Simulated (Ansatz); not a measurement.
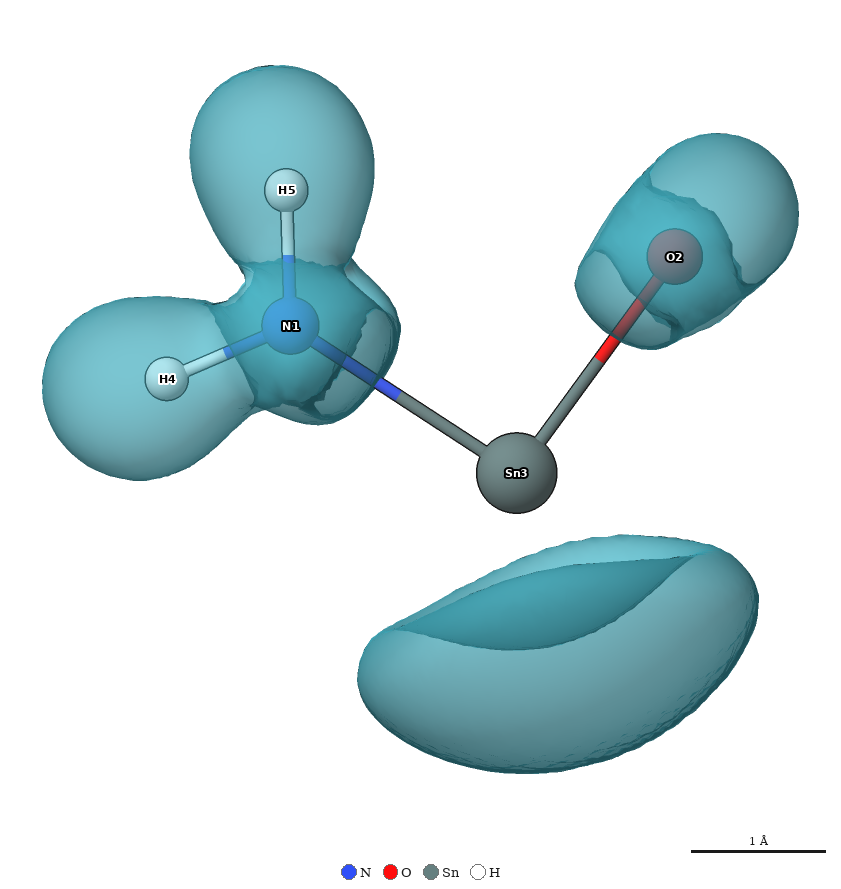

Figure 1: H₂NOSn (SMILES [NH2][Sn]=[O]) (doublet). Isosurface of the electron localisation function at 0.75 (cyan), seen across its widest extent. Only the valence region is drawn (cores and ρ < 0.01 e/Å³ removed).

Geometry: PBE0-D3(BJ)/def2-SVP; core potentials replace the inner electrons of Sn.

Level of theory: isolated molecule in a Gaussian basis; Kohn-Sham density functional theory, functional PBE0 in Ansatz 0.2.0.

```yaml
atoms:
  - { symbol: N, position_ang: [-2.2026, 1.4369, -1.5949] }
  - { symbol: O, position_ang: [-3.2725, -0.7044, 0.1083] }
  - { symbol: Sn, position_ang: [-3.7003, 0.0818, -1.7019] }
  - { symbol: H, position_ang: [-2.0036, 2.1126, -2.3245] }
  - { symbol: H, position_ang: [-1.5642, 1.5285, -0.8109] }
```

> What do the ELF domains correspond to?

The ELF exceeds this value in one lobe on Sn, pointing away from the bonds (non-bonding electrons), one region wrapped around O (its valence shell) and one joined region spread over several atoms (H, N), in which their bonds and any lone pairs are merged. Along the contacts the grid gives the following. Sn–O (2.02 Å): the ELF peaks at about 0.85 in the valence shell of O, 0.6 Å from its nucleus, and drops to about 0.15 between the two atoms. Sn–N (2.02 Å): the ELF peaks at about 0.90 in the valence shell of N, 0.6 Å from its nucleus, and drops to about 0.15 between the two atoms.
